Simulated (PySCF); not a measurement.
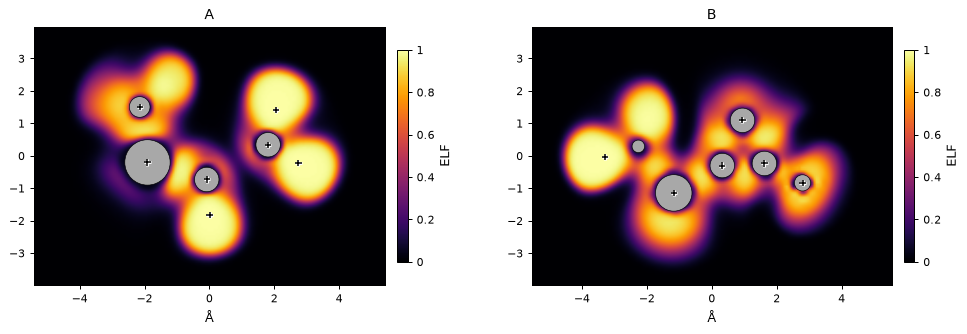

The ELF of 2 systems, each on a plane through atoms (crosses mark nuclei in the plane; grey discs cover the cores).

Theory: PBE0/pcSseg-1, SCF density, gas phase, non-relativistic in PySCF.

System 1: C₄H₁₂N₂OSi (SMILES N[Si](N)(O)C1CCC1), the plane of atoms H17, C7 and H18. Geometry: GFN2-xTB.

```xyz
20

N     1.5682    1.6205   -0.1836
Si    1.3901   -0.0911   -0.0083
N     2.0058   -0.7451    1.4728
O     2.3176   -0.6343   -1.2398
C    -0.4120   -0.6928   -0.0871
C    -1.2853   -0.1645   -1.2440
C    -2.3430    0.2989   -0.2337
C    -1.4000   -0.0675    0.9195
H     0.8377    2.2249    0.1524
H     1.9103    1.9504   -1.0711
H     1.4490   -0.6382    2.3039
H     2.9699   -0.5511    1.6928
H     2.5715   -1.5521   -1.2363
H    -0.4559   -1.7815   -0.0369
H    -0.8265    0.6524   -1.7985
H    -1.6192   -0.9167   -1.9569
H    -3.2535   -0.2978   -0.2557
H    -2.6181    1.3511   -0.2937
H    -1.8104   -0.7550    1.6575
H    -1.0016    0.8001    1.4440
```

System 2: C₄H₄F₂S (SMILES FCSC1=C(F)C1), the plane of atoms C4, C5 and F6. Geometry: GFN2-xTB.

```yaml
atoms:
  - { symbol: F, position_ang: [1.8081, -1.4714, -0.5646] }
  - { symbol: C, position_ang: [1.9557, -0.1859, -0.1507] }
  - { symbol: S, position_ang: [1.0390, 0.1292, 1.3942] }
  - { symbol: C, position_ang: [-0.5452, 0.1550, 0.7316] }
  - { symbol: C, position_ang: [-1.8403, 0.1478, 0.8202] }
  - { symbol: F, position_ang: [-2.9366, 0.1558, 1.5508] }
  - { symbol: C, position_ang: [-1.3262, 0.1943, -0.5792] }
  - { symbol: H, position_ang: [3.0142, -0.0134, 0.0558] }
  - { symbol: H, position_ang: [1.5774, 0.4669, -0.9411] }
  - { symbol: H, position_ang: [-1.3630, -0.6960, -1.1986] }
  - { symbol: H, position_ang: [-1.3776, 1.1203, -1.1445] }
```

> Which map belongs to which system?

Panel A is system 1, C₄H₁₂N₂OSi: the plane holds N, Si, C and H. Si–N (1.73 Å): the ELF peaks at about 0.90 between the atoms: a polar covalent bond. Panel B is system 2, C₄H₄F₂S: the plane holds S, C, F and H. C–C (1.30 Å): the ELF peaks at about 0.85 between the atoms; a multiple bond.
